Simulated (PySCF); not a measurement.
C3H6F3NSi

The calculation's input:

```
{"job": {"kind": "nmr", "xc": "PBE0", "basis": "pcSseg-1"}, "charge": 0, "multiplicity": 1}
F     -3.370261    -0.450552    -0.614650
C     -2.228826    -0.516966     0.088329
F     -2.552943    -0.249234     1.362967
F     -1.834840    -1.795793     0.055755
C     -1.178087     0.433006    -0.450100
C      0.087766     0.345267     0.364029
N      1.190697     0.170823    -0.184786
Si     2.815057     0.024679     0.375849
H     -0.972989     0.182921    -1.491858
H     -1.588981     1.444219    -0.388326
H     -0.062507     0.449976     1.446162
H      3.476671     1.135277    -0.301878
H      3.011120     0.111083     1.826750
H      3.207447    -1.285177    -0.130322
```

Run with:

```sh
OMP_NUM_THREADS=1 python probes_run.py task.json out
```

Geometry: GFN2-xTB.

Level of theory: PBE0/pcSseg-1, SCF density, gas phase, non-relativistic in PySCF.

Q: What will maps of the electron density and electron localisation function show?

A: C–N (1.24 Å): ρ at the midpoint is about 2.9 e/Å³; the ELF peaks at about 0.90 between the atoms: a short, multiple covalent bond.
C–C (1.51 Å): the density is about 1.7 e/Å³ at the midpoint; the ELF peaks at about 0.95 between the atoms (a covalent bond).
Si–N (1.72 Å): ρ at the midpoint is about 1.1 e/Å³; the ELF peaks at about 0.90 between the atoms, as expected for a shared but strongly polarised pair.
C–H (1.09 Å): ρ at the midpoint is about 2 e/Å³; the ELF climbs to about 1 towards the hydrogen, as it does in any bond to H (a covalent bond by its length).

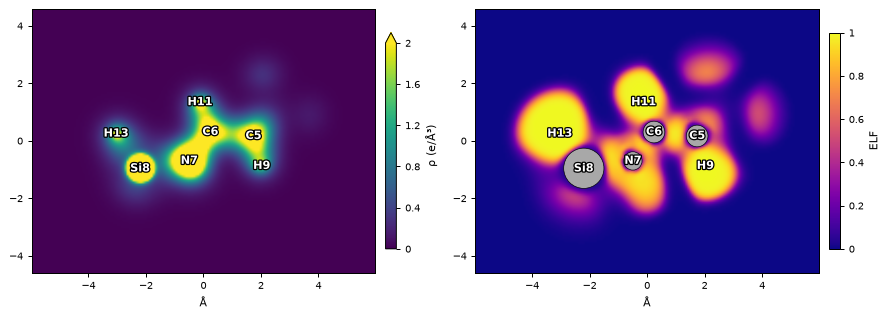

Computed electron density and electron localisation function on the plane of atoms N7, Si8 and H13, in this order. Grey discs cover the atomic cores in the ELF map. 
